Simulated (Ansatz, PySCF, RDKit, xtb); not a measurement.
# AlB2H2ClF+: a search for the lowest isomer, part 2 of 2

Given the formula AlB2H2ClF+ (charge +1) and nothing else, which arrangement of the atoms is the most stable in the gas at 298.15 K, and what are its properties?

xtb, Ansatz and PySCF; isolated molecules.

## (11) c283a at CCSD(T)/def2-SVP

input.yaml

```yaml
crystal:
  periodic: [false, false, false]
  atoms:
    - symbol: Al
      position_ang: [-0.955228, -1.003837, -1.394163]
    - symbol: B
      position_ang: [-0.598664, 0.406080, 0.012123]
    - symbol: B
      position_ang: [-0.701719, -0.200864, 1.483888]
    - symbol: Cl
      position_ang: [-0.793571, -0.766105, 3.023902]
    - symbol: F
      position_ang: [-1.220895, -2.034422, -2.632206]
    - symbol: H
      position_ang: [0.541930, 0.738506, -0.260138]
    - symbol: H
      position_ang: [-1.492772, 1.203886, -0.210725]
basis:
  gaussian:
    orbitals: def2-SVP
total_charge: 1
correlation:
  method: ccsd_t
  frozen_orbitals: {B: 1, F: 1, H: 0, Cl: 5, Al: 5}
```

Run with:

```console
$ ansatz run input.yaml --threads 1 --pin off --max-ram 2610MiB --events-out events.jsonl --progress --plain --runs-dir runs
```

What it wrote, shortened:

```text
Warning: RAYON_NUM_THREADS=1 ignored (pool sized by the plan → 1); use --threads N
Functional definition: HF
  name "HF"
[...]
836 factors; integrals over basis functions are off by at most 8.5e-4 eV
[...]
mean field -23152.80465702 eV, -850.8498776107 hartree, gradient 2.3e-6 eV, S^2 0.000000; 0 other end points of the search recorded, 0 dependent functions left out
13 core orbitals not correlated: weight in the atoms' cores, before any rotation towards them, 1.000 or more for the frozen orbitals, at most 0.000 for the correlated occupied ones
reference -23152.80465702 eV, -850.8498776107 hartree; 12, 12 occupied and 63, 63 virtual orbitals, 836 factors
second order -14.61628590 eV of doubles, -0.00000000 eV of singles
cycle   1  -15.12966412 eV  change   -5.1e-1 eV  update   1.1e-1
[...]
cycle  10  -15.62213481 eV  change   -1.3e-5 eV  update   1.5e-5
perturbative correction -0.46624955 eV, -0.0171343550 hartree
Total energy: -23168.89304137 eV, -851.4411148307 hartree
```

Wall time 13 s (1 thread of AMD EPYC (Zen 3), shared host).

## (12) Free energies and the winner

Energies in kcal/mol from c292a; G adds the thermal terms to the CCSD(T)/def2-SVP + MP2/def2-TZVPP - MP2/def2-SVP energy. The columns left of the relaxed level are at the tight-binding geometries.

```
label                SMILES     spin  GFN2-xTB  HF/STO-3G  r2SCAN-D4/def2-SVP  r2SCAN-D4/def2-SVP, relaxed  HF/def2-SVP  MP2/def2-SVP  CCSD(T)/def2-SVP + MP2/def2-TZVPP - MP2/def2-SVP    G  share at equilibrium     T1
c292a  F[B+][BH2-][Al+][Cl]  singlet       0.0        0.0                 0.0                          0.0          0.0           0.0                                               0.0  0.0               100.0 %  0.016
c283a  [F][Al+][BH2-][B+]Cl  singlet      -4.2       63.1                14.5                         12.3         15.7           9.8                                               8.8  8.2               < 0.1 %  0.018
```

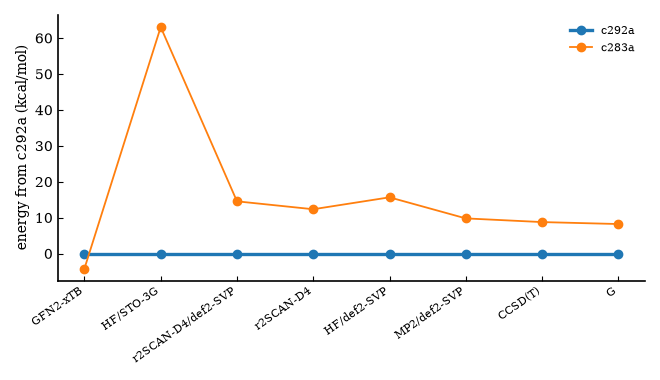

The finalists at each level, measured from c292a.

Lowest found: c292a, `F[B+][BH2-][Al+][Cl]`, a singlet of point group Cs. Bond lengths: Al1–B3 2.026 Å, B2–B3 1.592 Å, Al1–Cl4 2.039 Å, B2–F5 1.247 Å, B3–H6 1.218 Å, B3–H7 1.218 Å. Angles: Al1–B3–B2 114.1°, B3–Al1–Cl4 173.8°, B3–B2–F5 178.2°, Al1–B3–H6 103.1°, Al1–B3–H7 103.1°, B2–B3–H6 109.8°, B2–B3–H7 109.7°, H6–B3–H7 116.9°.

```xyz
7

Al    0.0263   -0.2000   -1.3349
B    -1.7948    0.3576    1.0410
B    -0.7229   -0.6797    0.4857
Cl    0.9022    0.0990   -3.1520
F    -2.6382    1.1482    1.5084
H    -1.2559   -1.7575    0.2901
H     0.2634   -0.6747    1.2005
```

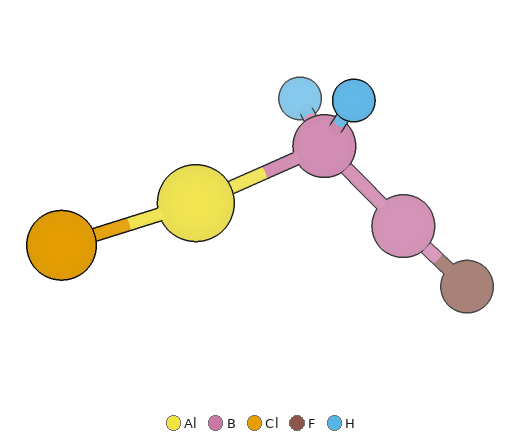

The lowest structure found, seen from a chosen angle (aluminium yellow, boron pink, chlorine amber, fluorine brown, hydrogen blue).

## (13) Density, orbitals and dipole (PBE0/def2-TZVPD)

input.yaml

```yaml
crystal:
  periodic: [false, false, false]
  atoms:
    - {symbol: Al, position_ang: [0.026259, -0.200024, -1.334854]}
    - {symbol: B, position_ang: [-1.794832, 0.357560, 1.041041]}
    - {symbol: B, position_ang: [-0.722912, -0.679745, 0.485725]}
    - {symbol: Cl, position_ang: [0.902222, 0.099001, -3.152015]}
    - {symbol: F, position_ang: [-2.638205, 1.148183, 1.508390]}
    - {symbol: H, position_ang: [-1.255910, -1.757463, 0.290104]}
    - {symbol: H, position_ang: [0.263416, -0.674719, 1.200549]}
basis:
  gaussian: {orbitals: def2-TZVPD}
total_charge: 1
hamiltonian: {xc: pbe0}
output: {forces: true, orbitals: {seedname: orbitals}}
```

Run with:

```console
$ ansatz run input.yaml --threads 1 --pin off --max-ram 2610MiB --events-out events.jsonl --progress --plain --runs-dir runs
```

What it wrote, shortened:

```text
Warning: RAYON_NUM_THREADS=1 ignored (pool sized by the plan → 1); use --threads N
Functional definition: PBE0
  name "PBE0"
[...]
1231 factors; their error is unknown
[...]
mean field -23206.81522313 eV, -852.8347293057 hartree, gradient 1.8e-5 eV, S^2 0.000000; 0 other end points of the search recorded, 0 dependent functions left out
[...]
reference -23206.81526938 eV, -852.8347310054 hartree; 25, 25 occupied and 196, 196 virtual orbitals, 1231 factors
[...]
Atom 2 at    -0.722912    -0.679745     0.485725 Å, force    -0.038001    -0.138910     0.228666 eV/Å
Atom 3 at     0.902222     0.099001    -3.152015 Å, force    -0.122062    -0.045276     0.257485 eV/Å
Atom 4 at    -2.638205     1.148183     1.508390 Å, force     0.347464    -0.329473    -0.188164 eV/Å
Atom 5 at    -1.255910    -1.757463     0.290104 Å, force     0.098859     0.207817     0.022577 eV/Å
Atom 6 at     0.263416    -0.674719     1.200549 Å, force    -0.180189     0.008922    -0.144635 eV/Å
Dipole moment:    -0.290526    -0.022845     0.511899 e Å
```

Wall time 27 s (1 thread of AMD EPYC (Zen 3), shared host); peak memory 0.54 GiB.

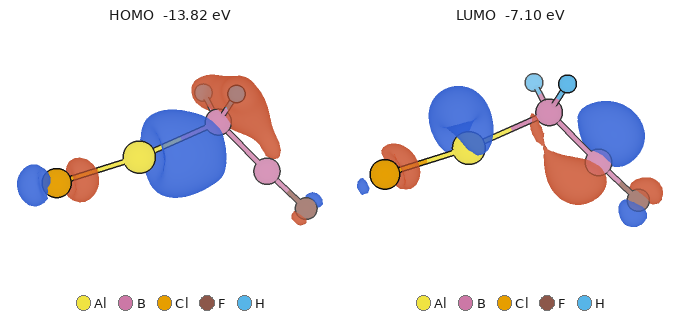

Frontier orbitals of this run, surfaces at ±0.2 Å^-3/2.

## (14) Frequencies after a tight-binding relaxation (GFN2-xTB)

start.xyz

```xyz
7
c292a
Al     0.026259    -0.200024    -1.334854
B     -1.794832     0.357560     1.041041
B     -0.722912    -0.679745     0.485725
Cl     0.902222     0.099001    -3.152015
F     -2.638205     1.148183     1.508390
H     -1.255910    -1.757463     0.290104
H      0.263416    -0.674719     1.200549
```

Run with:

```console
$ xtb start.xyz --gfn 2 --ohess tight --chrg 1
```

What it wrote, shortened:

```text
[...]
         ::                     SUMMARY                     ::
         :::::::::::::::::::::::::::::::::::::::::::::::::::::
         :: total energy             -13.484857722383 Eh    ::
         :: gradient norm              0.000047346127 Eh/a0 ::
         :: HOMO-LUMO gap              3.190180783397 eV    ::
         ::.................................................::
         :: SCC energy               -13.574658369895 Eh    ::
         :: -> isotropic ES            0.135300207786 Eh    ::
         :: -> anisotropic ES         -0.017056342488 Eh    ::
         :: -> anisotropic XC         -0.023026345820 Eh    ::
         :: -> dispersion             -0.003320854701 Eh    ::
         :: repulsion energy           0.089800647512 Eh    ::
         :: add. restraining           0.000000000000 Eh    ::
         :: total charge               1.000000000000 e     ::
         :::::::::::::::::::::::::::::::::::::::::::::::::::::
[...]
          | TOTAL ENERGY              -13.484857722371 Eh   |
          | TOTAL ENTHALPY            -13.448976041555 Eh   |
          | TOTAL FREE ENERGY         -13.488303826202 Eh   |
          | GRADIENT NORM               0.000047396731 Eh/α |
[...]
```

Run time: 0.69 s. Hardware: 1 thread of AMD EPYC (Zen 3), shared host; peak memory 0.49 GiB.

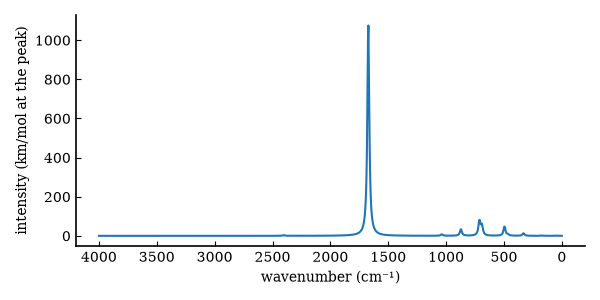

Harmonic infrared spectrum, unscaled, lines broadened by 10 cm⁻¹.

## (15) Electronic excitations (TD-CAM-B3LYP/def2-SVPD)

An in-house driver calls PySCF's response routines at TD-CAM-B3LYP/def2-SVPD; it has no typed input.

What it wrote:

```text
coarse grid: 7752 points
cycle   1  E = -852.6200234366  dE =  7.840e-01  |g| = 5.165e-01  |ddm| = 4.555e+00
cycle   2  E = -852.6356928243  dE = -1.567e-02  |g| = 5.771e-01  |ddm| = 2.211e+00
cycle   3  E = -852.7025960535  dE = -6.690e-02  |g| = 9.013e-02  |ddm| = 1.008e+00
cycle   4  E = -852.7040042470  dE = -1.408e-03  |g| = 2.562e-02  |ddm| = 2.437e-01
cycle   5  E = -852.7041813368  dE = -1.771e-04  |g| = 6.338e-03  |ddm| = 6.185e-02
cycle   6  E = -852.7041935969  dE = -1.226e-05  |g| = 1.540e-03  |ddm| = 1.950e-02
cycle   7  E = -852.7041946565  dE = -1.060e-06  |g| = 4.555e-04  |ddm| = 7.576e-03
final grid: 68400 points
cycle   8  E = -852.8084539807  dE = -2.490e-05  |g| = 2.669e-03  |ddm| = 4.463e-02
cycle   9  E = -852.8084540203  dE = -3.962e-08  |g| = 2.983e-03  |ddm| = 6.301e-03
cycle  10  E = -852.8084555819  dE = -1.562e-06  |g| = 3.497e-04  |ddm| = 2.978e-03
cycle  11  E = -852.8084556038  dE = -2.192e-08  |g| = 1.752e-04  |ddm| = 5.876e-04
cycle  12  E = -852.8084556105  dE = -6.690e-09  |g| = 3.210e-05  |ddm| = 3.272e-04
cycle  13  E = -852.8084556109  dE = -3.583e-10  |g| = 5.550e-06  |ddm| = 9.290e-05
converged SCF energy = -852.8084556109

Static polarisability (au): isotropic 65.944, principal 48.857 55.951 93.024

Singlet excitations
state   eV       nm        f      main configurations
  1   5.8772    211.0   0.18785   H->L 0.78, H->L+1 0.12
  2   6.0433    205.2   0.00059   H->L+3 0.89, H->L+2 0.08
  3   6.3106    196.5   0.16962   H->L+1 0.70, H->L 0.10, H-2->L 0.09
  4   6.3632    194.8   0.01879   H->L+2 0.72, H-1->L 0.12, H->L+3 0.09
  5   6.7330    184.1   0.02922   H-1->L 0.59, H-3->L 0.18, H->L+2 0.15
  6   6.8201    181.8   0.06917   H-2->L 0.75, H-2->L+1 0.09
  7   6.9071    179.5   0.00499   H-1->L+1 0.78, H-3->L 0.13
  8   6.9490    178.4   0.00674   H-3->L 0.61, H-1->L 0.19, H-1->L+1 0.09

Triplet excitations (Tamm-Dancoff, eV): 4.7612 5.1745 5.5580
```

Run time: 20 s. Hardware: 1 thread of AMD EPYC (Zen 3), shared host; peak memory 0.49 GiB.

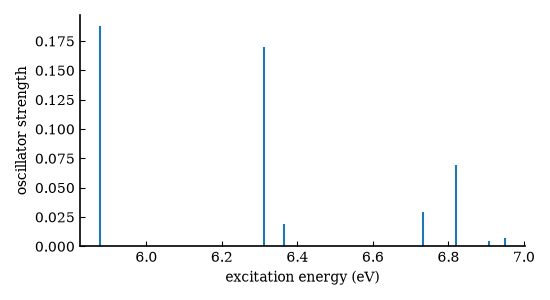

Vertical excitations as sticks.

The roots found:

```
excited state  energy (eV)  strength
            1        5.877    0.1878
            2        6.043    0.0006
            3        6.311    0.1696
            4        6.363    0.0188
            5        6.733    0.0292
            6        6.820    0.0692
            7        6.907    0.0050
            8        6.949    0.0067
```

## (16) NMR shieldings (GIAO PBE0/pcSseg-1)

An in-house driver calls PySCF's response routines at GIAO PBE0/pcSseg-1; it has no typed input.

What it wrote:

```text
coarse grid: 7752 points
cycle   1  E = -852.5875271829  dE =  7.484e-01  |g| = 5.372e-01  |ddm| = 2.617e+00
cycle   2  E = -852.5516442259  dE =  3.588e-02  |g| = 7.151e-01  |ddm| = 1.321e+00
cycle   3  E = -852.6695861808  dE = -1.179e-01  |g| = 8.923e-02  |ddm| = 6.630e-01
cycle   4  E = -852.6708814368  dE = -1.295e-03  |g| = 3.204e-02  |ddm| = 8.787e-02
cycle   5  E = -852.6711391556  dE = -2.577e-04  |g| = 5.232e-03  |ddm| = 3.177e-02
cycle   6  E = -852.6711428776  dE = -3.722e-06  |g| = 2.060e-03  |ddm| = 5.562e-03
final grid: 68400 points
cycle   7  E = -852.7035274506  dE = -4.059e-05  |g| = 5.717e-03  |ddm| = 1.757e-02
cycle   8  E = -852.7035247941  dE =  2.656e-06  |g| = 6.564e-03  |ddm| = 1.138e-02
cycle   9  E = -852.7035347801  dE = -9.986e-06  |g| = 1.093e-03  |ddm| = 6.384e-03
cycle  10  E = -852.7035349411  dE = -1.611e-07  |g| = 3.121e-04  |ddm| = 6.871e-04
cycle  11  E = -852.7035349576  dE = -1.651e-08  |g| = 5.876e-05  |ddm| = 2.884e-04
cycle  12  E = -852.7035349586  dE = -9.450e-10  |g| = 1.978e-05  |ddm| = 8.536e-05
converged SCF energy = -852.7035349586

GIAO shielding tensors (ppm)
atom      isotropic    diamagn.    paramagn.     s11        s22        s33       span
  0 Al     351.812     794.348    -442.536    133.967    139.696    781.773    647.805
  1 B       58.134     202.880    -144.746    -15.508    -10.033    199.944    215.452
  2 B      169.033     197.316     -28.283    162.840    168.333    175.927     13.087
  3 Cl     754.522    1147.492    -392.970    549.208    566.674   1147.684    598.476
  4 F      171.469     463.899    -292.430     23.392     42.177    448.838    425.446
  5 H       29.521      25.628       3.893     25.305     27.560     35.698     10.392
  6 H       29.521      26.621       2.900     25.306     27.560     35.698     10.392
```

Run time: 14 s. Hardware: 1 thread of AMD EPYC (Zen 3), shared host; peak memory 0.49 GiB.

Isotropic shieldings, averaged over atoms that the bond graph makes equivalent (absolute, not shifts):

```
 atoms  shielding (ppm)
   Al1            351.8
    B2             58.1
    B3            169.0
   Cl4            754.5
    F5            171.5
H6, H7            29.52
```

## (17) One electron fewer at the same geometry (PBE0/def2-TZVPD)

Edit input.yaml of step 13 so:

```diff
@@ -1 +1,3 @@
+basis:
+  gaussian: {orbitals: def2-TZVPD}
 crystal:
@@ -10,6 +12,4 @@
     - {symbol: H, position_ang: [0.263416, -0.674719, 1.200549]}
-basis:
-  gaussian: {orbitals: def2-TZVPD}
-total_charge: 1
+magnetization: {spin_polarized: true, initial_magnetization: 1}
 hamiltonian: {xc: pbe0}
-output: {forces: true, orbitals: {seedname: orbitals}}
+total_charge: 2
```

Run with:

```console
$ ansatz run input.yaml --threads 1 --pin off --max-ram 2610MiB --events-out events.jsonl --progress --plain --runs-dir runs
```

What it wrote, shortened:

```text
Warning: RAYON_NUM_THREADS=1 ignored (pool sized by the plan → 1); use --threads N
Functional definition: PBE0
  name "PBE0"
[...]
1231 factors; their error is unknown
[...]
mean field -23190.93984914 eV, -852.2513200725 hartree, gradient 6.5e-6 eV, S^2 0.756375; 6 other end points of the search recorded, 0 dependent functions left out
reference -23190.93988833 eV, -852.2513215127 hartree; 25, 24 occupied and 196, 197 virtual orbitals, 1231 factors
Total energy: -23190.93988833 eV, -852.2513215127 hartree
```

It took 83 s on 1 thread of AMD EPYC (Zen 3), shared host; peak memory 0.67 GiB.

Difference from the parent: 15.88 eV.

## (18) One electron more at the same geometry (PBE0/def2-TZVPD)

input.yaml

```yaml
crystal:
  periodic: [false, false, false]
  atoms:
    - symbol: Al
      position_ang: [0.026259, -0.200024, -1.334854]
    - symbol: B
      position_ang: [-1.794832, 0.357560, 1.041041]
    - symbol: B
      position_ang: [-0.722912, -0.679745, 0.485725]
    - symbol: Cl
      position_ang: [0.902222, 0.099001, -3.152015]
    - symbol: F
      position_ang: [-2.638205, 1.148183, 1.508390]
    - symbol: H
      position_ang: [-1.255910, -1.757463, 0.290104]
    - symbol: H
      position_ang: [0.263416, -0.674719, 1.200549]
basis:
  gaussian: {orbitals: def2-TZVPD}
magnetization: {spin_polarized: true, initial_magnetization: 1}
hamiltonian: {xc: {name: PBE0}}
scf: {lower_state_search: "off"}
```

Run with:

```console
$ ansatz run input.yaml --threads 1 --pin off --max-ram 2610MiB --events-out events.jsonl --progress --plain --runs-dir runs
```

What it wrote, shortened:

```text
Warning: RAYON_NUM_THREADS=1 ignored (pool sized by the plan → 1); use --threads N
Functional definition: PBE0
  name "PBE0"
[...]
1231 factors; their error is unknown
[...]
mean field -23212.19121551 eV, -853.0322933818 hartree, gradient 5.4e-6 eV, S^2 0.762082; 0 other end points of the search recorded, 0 dependent functions left out
reference -23212.19127647 eV, -853.0322956218 hartree; 26, 25 occupied and 195, 196 virtual orbitals, 1231 factors
Total energy: -23212.19127647 eV, -853.0322956218 hartree
Checks for a lower state left out: stability, starts, cluster_reference, orbital_swaps, neighbouring_geometries, increment
```

Run time: 29 s. Hardware: 1 thread of AMD EPYC (Zen 3), shared host; peak memory 0.58 GiB.

Parent less the species with the added electron: 5.38 eV.

## (19) The triplet at the same geometry (PBE0/def2-TZVPD)

input.yaml

```yaml
crystal:
  periodic: [false, false, false]
  atoms:
    - {symbol: Al, position_ang: [0.026259, -0.200024, -1.334854]}
    - {symbol: B, position_ang: [-1.794832, 0.357560, 1.041041]}
    - {symbol: B, position_ang: [-0.722912, -0.679745, 0.485725]}
    - {symbol: Cl, position_ang: [0.902222, 0.099001, -3.152015]}
    - {symbol: F, position_ang: [-2.638205, 1.148183, 1.508390]}
    - {symbol: H, position_ang: [-1.255910, -1.757463, 0.290104]}
    - {symbol: H, position_ang: [0.263416, -0.674719, 1.200549]}
basis:
  gaussian:
    orbitals: def2-TZVPD
total_charge: 1
magnetization:
  spin_polarized: true
  initial_magnetization: 2
hamiltonian:
  xc: pbe0
```

Run with:

```console
$ ansatz run input.yaml --threads 1 --pin off --max-ram 2610MiB --events-out events.jsonl --progress --plain --runs-dir runs
```

What it wrote, shortened:

```text
Warning: RAYON_NUM_THREADS=1 ignored (pool sized by the plan → 1); use --threads N
Functional definition: PBE0
  name "PBE0"
[...]
1231 factors; their error is unknown
[...]
mean field -23202.18671673 eV, -852.6646348329 hartree, gradient 1.6e-5 eV, S^2 2.007380; 6 other end points of the search recorded, 0 dependent functions left out
reference -23202.18676754 eV, -852.6646367001 hartree; 26, 24 occupied and 195, 197 virtual orbitals, 1231 factors
Total energy: -23202.18676754 eV, -852.6646367001 hartree
```

It took 2.1 min on 1 thread of AMD EPYC (Zen 3), shared host; peak memory 0.94 GiB.

It lies 4.63 eV above the singlet.

## (20) Stability of the closed-shell solution (PBE0/def2-SVP)

run.py

```python
from pyscf import gto, dft

molecule = gto.M(
    atom='''
Al     0.026259    -0.200024    -1.334854
B     -1.794832     0.357560     1.041041
B     -0.722912    -0.679745     0.485725
Cl     0.902222     0.099001    -3.152015
F     -2.638205     1.148183     1.508390
H     -1.255910    -1.757463     0.290104
H      0.263416    -0.674719     1.200549
''',
    verbose=3,
    spin=0,
    charge=1,
    basis='def2-svp',
    max_memory=1860,
)

mf = dft.RKS(molecule)
mf.xc = 'pbe0'
mf = mf.density_fit(auxbasis='def2-universal-jkfit')
mf.grids.level = 3
mf.max_cycle = 100
mf.kernel()
if not mf.converged:
    mf = mf.newton().run(mf.mo_coeff, mf.mo_occ)

energy = mf.e_tot
print('Final energy', energy)
mo_i, mo_e, stable_i, stable_e = mf.stability(internal=True, external=True, return_status=True)
print('stable: internal', stable_i, 'external', stable_e)
```

Run with:

```console
$ OMP_NUM_THREADS=1 python run.py
```

What it wrote:

```text
converged SCF energy = -852.413962922359
Final energy -852.4139629223594
<class 'pyscf.df.df_jk.DFRKS'> wavefunction is stable in the internal stability analysis
<class 'pyscf.df.df_jk.DFRKS'> wavefunction is stable in the real -> complex stability analysis
<class 'pyscf.df.df_jk.DFRKS'> wavefunction is stable in the RHF/RKS -> UHF/UKS stability analysis
stable: internal True external True
```

Wall time 1.9 min (1 thread of AMD EPYC (Zen 3), shared host); peak memory 0.49 GiB.

## (21) Summary of results

This closing draws on all 2 parts.

```
                                                     quantity                                                                      value
                                       lowest structure found                                          F[B+][BH2-][Al+][Cl], singlet, Cs
                                                next finalist                    [F][Al+][BH2-][B+]Cl, singlet, 8.2 kcal/mol higher in G
                    share at equilibrium, among the finalists                                                                    100.0 %
                                                       funnel  105 starts, 53 minima at GFN2-xTB, 11 screening runs, 4 relaxed, 2 ranked
                                         CPU time of all runs                                                                     50 min
harmonic wavenumbers, lowest and highest (r2SCAN-D4/def2-SVP)                                                           49 and 2577 cm⁻¹
                          rotational constants, same geometry                                              0.4356, 0.03102, 0.02917 cm⁻¹
                                HOMO energy (PBE0/def2-TZVPD)                                                                  -13.82 eV
                                LUMO energy (PBE0/def2-TZVPD)                                                                   -7.10 eV
                              HOMO–LUMO gap (PBE0/def2-TZVPD)                                                                    6.72 eV
                   lowest excitation (TD-CAM-B3LYP/def2-SVPD)                                                        5.88 eV (f = 0.188)
          lowest triplet excitation, same level, Tamm-Dancoff                                                                    4.76 eV
                                   vertical ionisation energy                                                                   15.88 eV
               vertical recombination energy (electron added)                                                                    5.38 eV
                                vertical triplet less singlet                                                                   +4.63 eV
```

**Reading.** The lowest structure found is `F[B+][BH2-][Al+][Cl]`. The margin of 8.2 kcal/mol over the next finalist is beyond the usual error of the last level; it says nothing of structures that weren't ranked. HF/STO-3G, r2SCAN-D4/def2-SVP, r2SCAN-D4/def2-SVP, relaxed, HF/def2-SVP and MP2/def2-SVP already put its bonding pattern lowest among the structures in one piece; GFN2-xTB favours the singlet [F][Al+][BH2-][B+]Cl (c936a, not a finalist). The largest share of the time went into rescue (39 %). One minimum inside the window was never screened. Lowest found is not proven lowest: the search is finite, and each finalist counts with one conformer. Patterns outside the rules of the enumeration were met only by chance.
